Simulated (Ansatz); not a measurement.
## Pressure series in hypothetical Ia-3 C

The parent structure is C (space group Ia-3, No. 206; a = 4.4487 Å; a hypothetical phase, not in the database extracts checked).

Cell and atoms are relaxed at each pressure.

Level of theory: PBEsol (Ansatz, a first-principles code), no spin-orbit coupling.

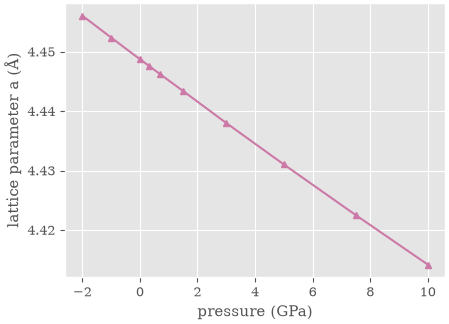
Lattice parameter a against pressure

```json
[
 {"pressure (GPa)": "-2", "lattice parameter a": "4.456 Å"},
 {"pressure (GPa)": "-1", "lattice parameter a": "4.452 Å"},
 {"pressure (GPa)": "0.3", "lattice parameter a": "4.448 Å"},
 {"pressure (GPa)": "0.7", "lattice parameter a": "4.446 Å"},
 {"pressure (GPa)": "1.5", "lattice parameter a": "4.443 Å"},
 {"pressure (GPa)": "3", "lattice parameter a": "4.438 Å"},
 {"pressure (GPa)": "5", "lattice parameter a": "4.431 Å"},
 {"pressure (GPa)": "7.5", "lattice parameter a": "4.423 Å"},
 {"pressure (GPa)": "10", "lattice parameter a": "4.414 Å"}
]
```

Load acts through the strain it causes; cell and atoms are relaxed under it. Whether these cells are dynamically stable was not tested. No other phases were tried under pressure.
